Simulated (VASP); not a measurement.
Band structure of CsPbCl$_{3}$ (space group Pm-3m). Method: r2SCAN+rVV10, VASP's PBE PAW potentials (set 64) (plane waves; VASP).

Unless said otherwise, spin-orbit coupling is left out, though it shifts the bands of the heavy elements here.

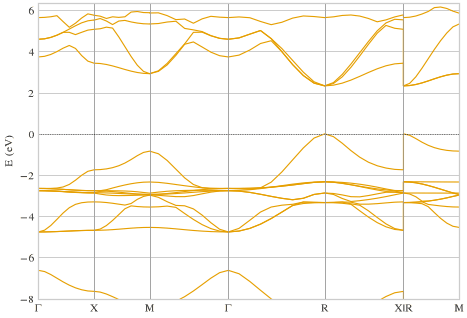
Figure. Bands along high-symmetry lines, zero at the valence-band maximum or, without a gap, the Fermi level

Problem. Read the plot: is there a gap, and where are the band edges?

Solution. The gap is direct, 2.33 eV, from the valence maximum at R to the conduction minimum at R.

The structure comes from a measured CsPbCl3 entry (Pm-3m) of the Crystallography Open Database, whose conditions weren't checked. It was relaxed first.
